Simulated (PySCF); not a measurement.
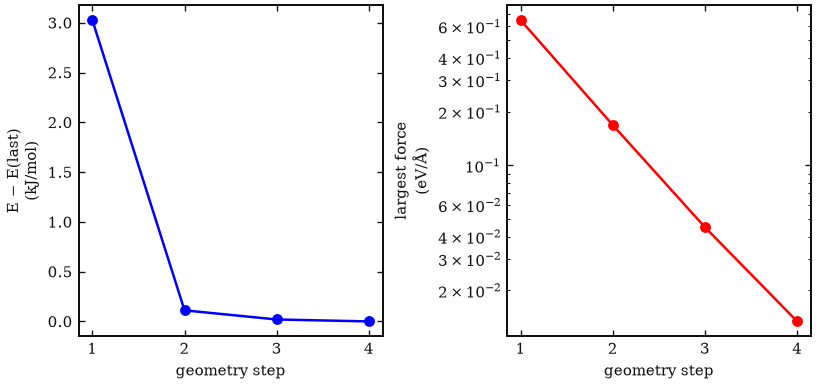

History of a geometry optimisation.

C$_{3}$H$_{8}$O (SMILES CCOC); PySCF, PBE0-D3(BJ)/def2-SVP, geometry optimisation.

**How did the optimisation end?**

The optimisation met its thresholds at geometry 4, counting the start as the first. The energy fell by about 3 kJ/mol from the first step to the last. The largest force goes from about 0.65 eV/Å at the start to 0.013 eV/Å at the end.
